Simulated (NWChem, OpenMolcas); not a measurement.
# A ladder of methods for GeTe (SMILES [Ge][Te])

GeTe has 2 atoms, charge 0, and is taken as a singlet. As SMILES, `[Ge][Te]`. Geometry: the measured bond length.

```tsv
atom	x (Å)	y (Å)	z (Å)
Ge	0.0000	0.0000	0.0000
Te	0.0000	0.0000	2.3402
```

Each level gives the vertical energy of the triplet above the singlet (eV). The values are calculated.

```tsv
level	kind	program	value (eV)	CPU time (all runs)
SVWN5/def2-TZVP (core potential)	LDA	OpenMolcas	2.69	39 s
PBE/def2-TZVP (core potential)	GGA	OpenMolcas	2.50	53 s
M06-L/def2-TZVP (core potential)	meta-GGA	OpenMolcas	2.83	6.5 min
r2SCAN/def2-TZVP (core potential)	meta-GGA	NWChem	2.32	2.4 min
M06-2X/def2-TZVP (core potential)	hybrid meta-GGA	NWChem	2.38	86 s
PBE0/def2-TZVP (core potential)	global hybrid	NWChem	2.61	82 s
wB97X/def2-TZVP (core potential)	range-separated hybrid	NWChem	2.71	3.1 min
B2PLYP/def2-TZVP (core potential)	double hybrid	NWChem	2.78	76 s
```

Spin-orbit coupling, which can split open shells on such heavy atoms by tenths of an eV, is left out. The values span 2.32 to 2.83 eV. Times are those of the runs behind each value, whatever else they computed, on shared processors of several kinds: orders of magnitude only.

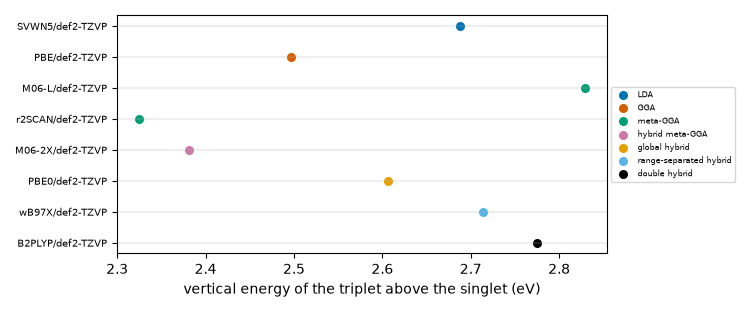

The values of the table, level by level.
